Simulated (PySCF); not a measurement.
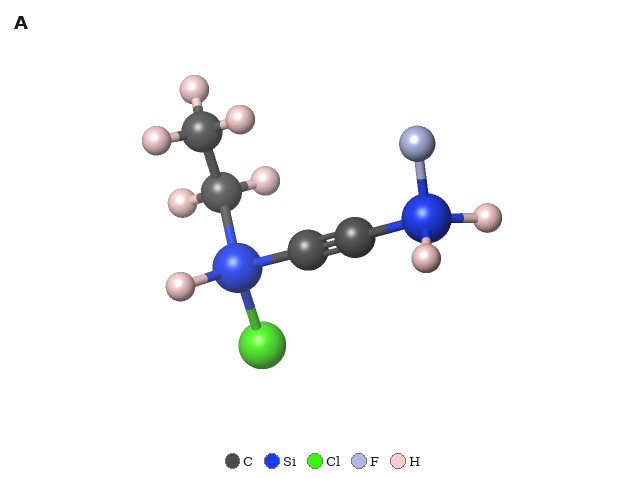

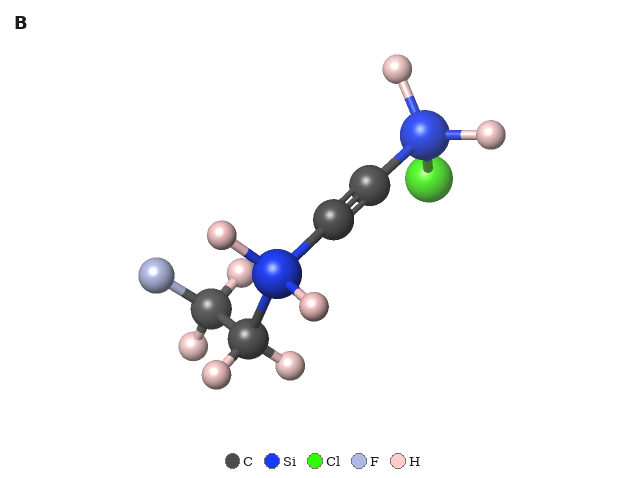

2 stationary structures of one formula. Geometries: GFN2-xTB. Electronic energies: PBE0/pcSseg-1 (PySCF 2.14.0), without zero-point energy. No frequency run is at hand to confirm each as a minimum. Each is one conformer, not always the lowest.

**How are they related?**

They are constitutional isomers of C4H8ClFSi2: A `CC[Si@@H](Cl)C#C[SiH2]F`, B `FCC[SiH2]C#C[SiH2]Cl`.

**Which is lowest in energy, and by how much?**

A is lowest; B lies 45.0 kcal/mol above it.

The geometry is semi-empirical. Around Si such bond lengths and angles can be off by a tenth of an ångström or more and by several degrees, and values that hang on the shape move with them.
